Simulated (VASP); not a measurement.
Input:

```
CELL_PARAMETERS angstrom
      0.00000     3.04777     3.04777
      3.04777     0.00000     3.04777
      3.04777     3.04777     0.00000
ATOMIC_POSITIONS crystal
  Sr 0.00000 0.00000 0.00000
```

These are r2SCAN meta-GGA, VASP's PBE PAW potentials (set 64) (plane waves; VASP) values and carry that method's errors. Settings: 400 eV cut-off, 12×12×12 Γ-centred mesh, tetrahedra with Blöchl corrections, potentials Sr_sv.

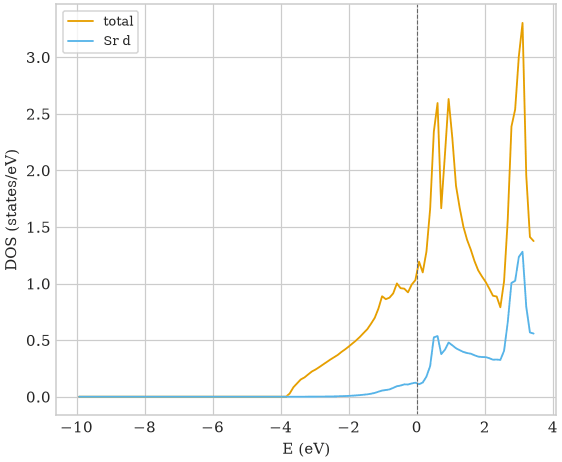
Total and projected density of states, zero at the Fermi level

Within 2 eV below the Fermi level the largest weight inside VASP's projection spheres is Sr d, then Sr s.

It has no gap at this level: it comes out as a metal or semimetal.

The compound is Sr in the fcc structure. It was relaxed first.
